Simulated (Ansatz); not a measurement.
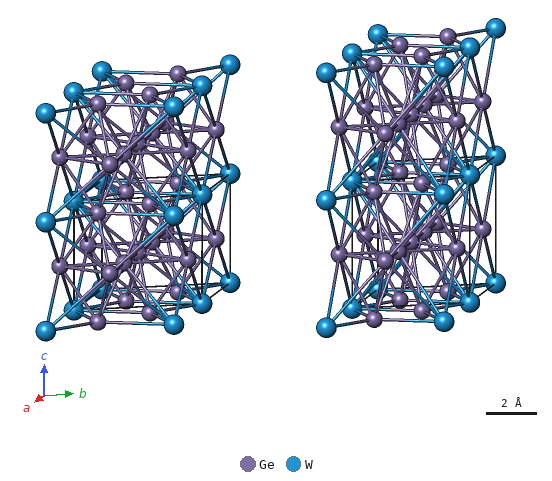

Two geometries of solid Ge5W (a generated structure, set up in P6/mmm), drawn at one scale. One is the start of a relaxation, the other its converged end. Style: ball-and-stick. Shown: the cell of the calculation, repeated 2 × 1 × 2 with one cell outlined, slightly off an axis.

Theory: Ansatz, DFT PBE, scalar-relativistic, plane waves, PAW. Set-up: plane-wave cutoff 420 eV; k-point mesh 12 × 12 × 8; occupations gaussian; smearing width 0.1 eV; no spin polarisation; cell and atoms relaxed; force threshold 0.01 eV/Å; at most 80 steps.

Which of the two is the end point?

The right one is the relaxed one. Over 7 accepted moves (9 points after the start) the energy falls by 131 meV per atom. All forces vanish by symmetry, so only the cell relaxes. Pressure: −1.54 GPa at the start and 0.01 GPa at the end. At 2 points the geometry stayed and the basis and grid were re-selected for the new cell (energy shift of 3.1 meV per atom at most each time). No atom moves by more than 0.005 Å relative to the cell. Cell: a = b 5.483 → 5.037 Å (−8.1 %), c 4.492 → 5.255 Å (+17.0 %). Volume −1.2 %. Near-neighbour distances that change, for instance: Ge–W 3.165 → 2.908 Å, Ge–Ge 2.748 → 3.003 Å, Ge–Ge 2.741 → 2.519 Å, Ge–W 3.544 → 3.640 Å. The space group stays P6/mmm (No. 191). Cost: 5.5 min on 1 thread of Intel(R) Xeon(R) Processor @ 2.70GHz, with other jobs on the host, peak memory 0.7 GiB.
